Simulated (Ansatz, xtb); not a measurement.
Ligand exchange: H2O + C4H10S → H2S + C4H10O

Gas-phase species: H2O (water) `O`, singlet; C4H10S (isobutyl mercaptan) `CC(C)CS`, singlet; H2S (hydrogen sulfide) `S`, singlet; C4H10O `CC(C)CO`, singlet. The partners trade OH for SH: H–OH and C–SH bonds give way to H–SH and C–OH.

Shapes, held fixed at every level: PBE0-D4/def2-TZVP. Flexible molecules stand in one conformer, not always the lowest. Programs: Ansatz 0.2.0, xtb 6.7.1. Electronic energies: no zero-point or thermal term.

| level | kind | ΔE (kJ/mol) | less CCSD(T)/CBS estimate |
| --- | --- | --- | --- |
| GFN0-xTB | semi-empirical | -18.5 | -55.7 |
| HF/def2-TZVPP | Hartree–Fock | +16.9 | -20.3 |
| B3LYP-D4/def2-TZVPP | global hybrid | +28.5 | -8.7 |
| PBE0-D4/def2-TZVPP | global hybrid | +32.0 | -5.2 |
| wB97X-V/def2-TZVPP | range-separated hybrid | +26.4 | -10.8 |
| MP2/def2-TZVPP | perturbation theory | +40.2 | +3.0 |
| CCSD(T)/def2-TZVPP | coupled cluster or CI | +30.5 | -6.7 |
| CCSD(T)/CBS estimate | coupled cluster or CI | +37.2 | 0.0 |

The highest level, CCSD(T)/CBS estimate, gives ΔE = +37.2 kJ/mol; the levels span -18.5 to +40.2. They disagree on the sign: 7 of 8 are positive. The column of differences is taken from that level and isn't an error. No measured value is set beside it here. The CBS estimate extrapolates MP2 from def2-TZVPP and def2-QZVPP and adds CCSD(T) − MP2 in the triple-zeta set, cores frozen.

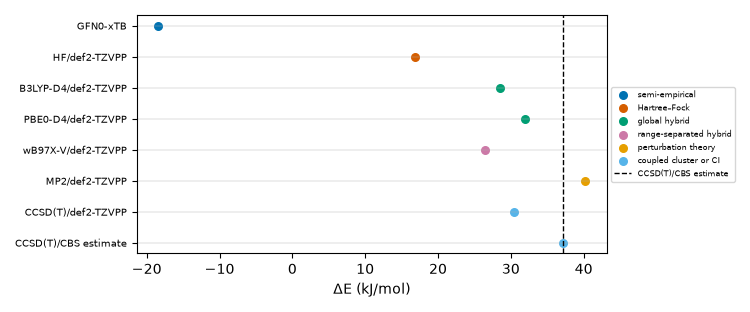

The values of the table, level by level.
